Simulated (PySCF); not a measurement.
# C3H11NSi2: the cost of one run

Programs: PySCF 2.14.0, with density-fitted response routines of our own. Each step states its level of theory. These are calculated values for one molecule, in the gas phase or a continuum, unless marked as measured. Atoms are numbered from 0 throughout.

**1. The starting structure**

17 atoms, charge 0, multiplicity 1; geometry from: GFN2-xTB. The atoms were then displaced at random by about 0.01 Å, so the start is not that level's minimum.

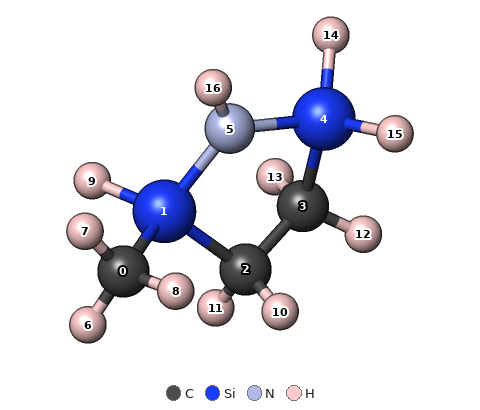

As it starts; carbon dark grey, silicon blue, nitrogen light blue, hydrogen pink, atoms numbered; sticks join atoms by distance.

**2. Optimising the geometry at PBE0-D3(BJ)/def2-SVP**

Job settings and geometry (Å):

```
{"job": {"xc": "PBE0", "basis": "def2-SVP", "d3": "d3bj", "grid": 1, "shake": 0.01, "kind": "geom"}, "charge": 0, "multiplicity": 1}
C      2.573460     0.240720     0.137480
Si     0.807260    -0.335030     0.587250
C     -0.217330    -1.044490    -0.864590
C     -1.641550    -0.724490    -0.606640
Si    -1.816800     0.989820     0.174700
N     -0.255580     1.003370     0.929670
H      3.195380    -0.569960    -0.149270
H      3.037460     0.764970     0.973200
H      2.535620     0.974460    -0.674420
H      0.878820    -1.258870     1.745710
H      0.105220    -0.569180    -1.778900
H     -0.048760    -2.113540    -0.987420
H     -2.282220    -0.815760    -1.531550
H     -2.093160    -1.459950     0.102590
H     -2.883920     1.078450     1.188710
H     -1.934570     2.100000    -0.785770
H      0.024170     1.751300     1.549430
```

Started as:

```console
$ OMP_NUM_THREADS=1 python probes_run.py task.json out
```

One launch serves the whole session: the jobs run in the order shown.

Q: Estimate the wall time and peak memory of this first job on 1 thread of AMD EPYC, shared host.

About 2.4 min, with a peak of 0.61 GiB.
